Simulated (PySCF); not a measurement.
**C₃H₁₂N₂Si: density, localisation and related maps**

```xyz
18

C    -1.1527    0.3522    1.1221
C    -0.7338    0.3549   -0.2537
C    -1.4852   -0.7240   -1.1504
Si    1.0741    0.1198   -0.2485
N     1.7455   -1.2243    0.5292
N     1.7407    1.5640    0.3779
H    -2.2118    0.6906    1.4055
H    -1.0113   -0.6864    1.5684
H    -0.4192    1.0233    1.6305
H    -0.9840    1.3101   -0.7661
H    -1.5136   -1.5787   -0.5274
H    -0.9264   -1.1490   -1.9891
H    -2.6065   -0.6582   -1.4534
H     1.5166   -0.3390   -1.7540
H     1.9768   -1.3883    1.5050
H     1.6788   -2.1986    0.3560
H     1.5696    2.3203   -0.3158
H     2.5278    1.3936    0.9306
```

Geometry: GFN2-xTB, MD frame at 250 fs, 600 K.

The calculation used PBE0/pcSseg-1, SCF density, gas phase, non-relativistic in PySCF 2.14.0.

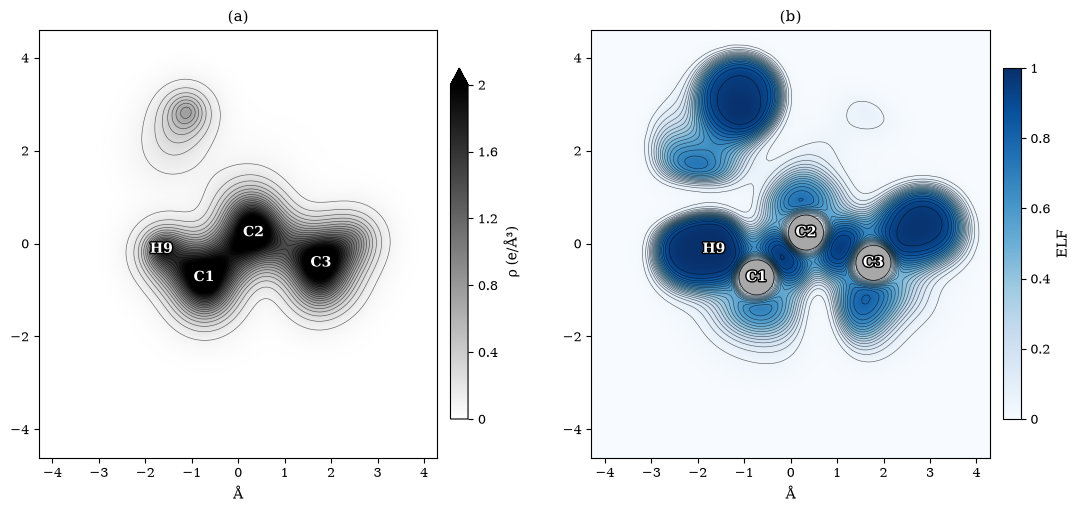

Figure 1. (a) electron density; (b) electron localisation function on the plane of atoms C1, C2 and C3. Grey discs cover the atomic cores in the ELF map.

Question: What does the map show?

Answer: The section cuts through C and H sites.
C–C (1.44 Å): ρ is about 1.9 e/Å³ halfway; the ELF peaks at about 0.95 between the atoms (localised, covalent bonding).
C–C (1.59 Å): the density is about 1.4 e/Å³ at the midpoint; the ELF peaks at about 0.95 between the atoms; a shared electron pair.

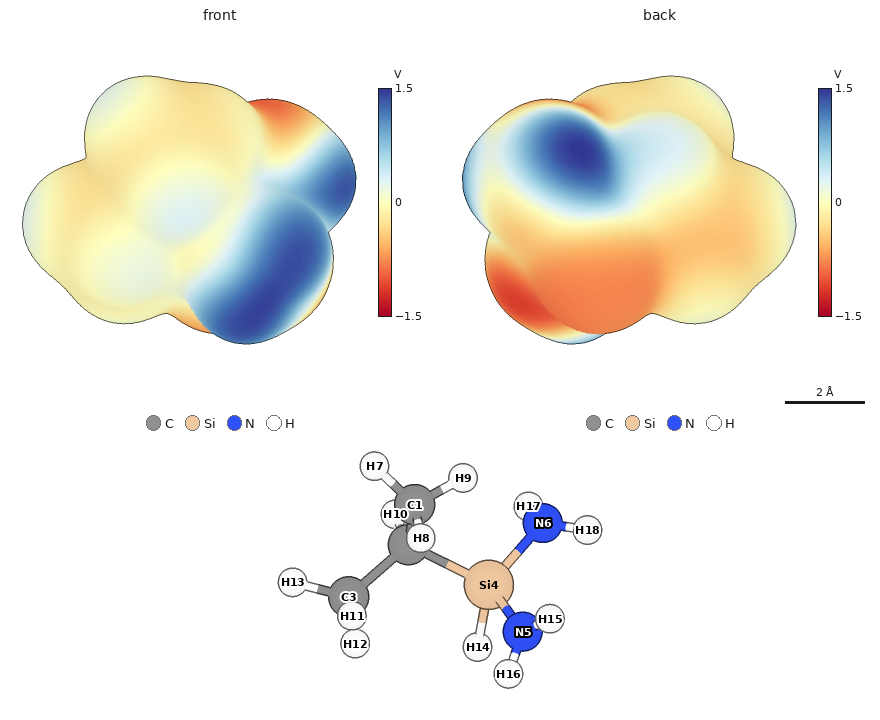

Figure 2. The electrostatic potential painted on the density surface at 0.001 e/bohr³, seen from the front and from behind; the colour scale runs from red (negative) to blue (positive). The bare structure is drawn below in the same view.

Question: Describe the electrostatic potential map.

Answer: The most negative region (about −1.1 V, or −25 kcal/mol for a unit charge) lies over N5, the most positive (about +1.4 V, or +32 kcal/mol for a unit charge) over H15, H16 and H17. N5 is the likeliest acceptor of a hydrogen bond.

Question: What dipole moment does the calculation give?

Answer: Its dipole moment is 1.49 D.
